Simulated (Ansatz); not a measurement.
## Electronic structure of BF$_{3}$···H$_{2}$ in real space

```xyz
6

B     0.0194   -0.5258   -0.5194
H     0.0042    0.2382    2.1776
F     1.1527    0.1346   -0.6962
F    -1.1391    0.0909   -0.6907
F     0.0447   -1.8107   -0.1977
H     0.0240   -0.5298    2.1569
```

The calculation used RKS PBE-D4/def2-SVP in Ansatz 0.2.0.

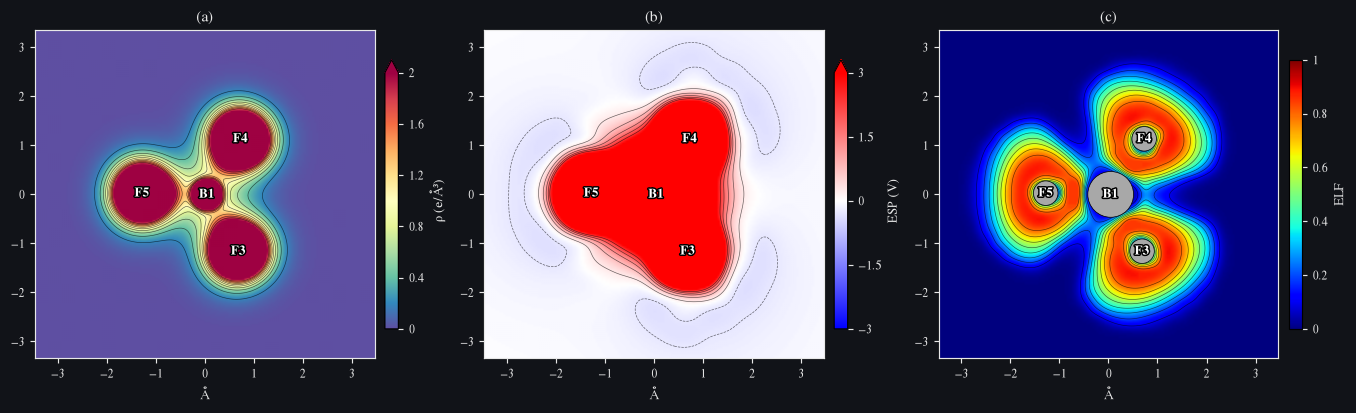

Figure 1. (a) total electron density; (b) molecular electrostatic potential; (c) electron localisation function on the plane of atoms F3, B1 and F4. Grey discs cover the atomic cores in the ELF map.

Q: Describe what can be read from this map.

A: The plane passes through B and F nuclei. B–F (1.32 Å): the density is about 2.2 e/Å³ at the midpoint; the ELF peaks at about 0.85 between the atoms; a shared but strongly polarised pair. The ELF also peaks beside F3, F5 and F4, away from the bonds: lone-pair regions. Outside the dense part of the complex the potential is most negative (−0.4 V) near F3 and F4.

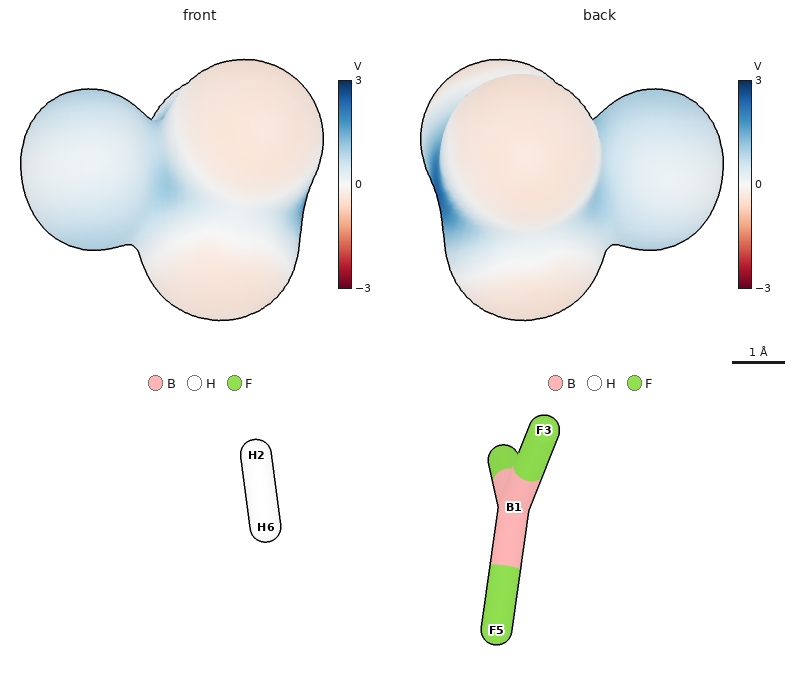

Figure 2. The electrostatic potential painted on the density surface at 0.002 e/bohr³, seen from the front and from behind; the colour scale runs from red (negative) to blue (positive). The bare structure is drawn below in the same view.

Q: Which sites attract a positive test charge, and which a negative one?

A: A positive charge is drawn to the negative regions and a negative charge to the positive ones. The most negative region (about −0.4 V, or −9 kcal/mol for a unit charge) lies over F3, F4 and F5, the most positive (about +2.2 V, or +51 kcal/mol for a unit charge) over B1.

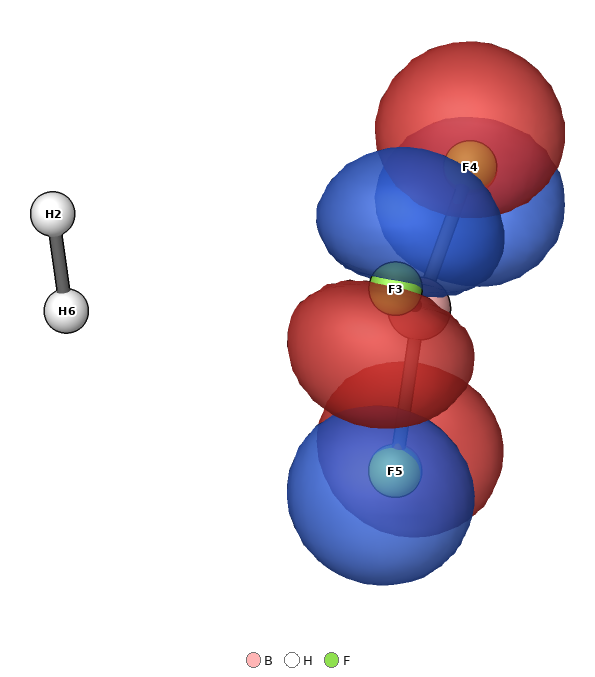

Figure 3. The HOMO at ±0.15 Å⁻³ᐟ² (blue and red are the two phases), seen at a tilt.

Q: Where does this orbital lie, and at what energy?

A: Its weight (Hirshfeld) is mainly on F3 (about 30 %), F4 (about 30 %) and F5 (about 30 %); largely a combination of lone pairs on F3, F4 and F5. Its energy is −9.61 eV.
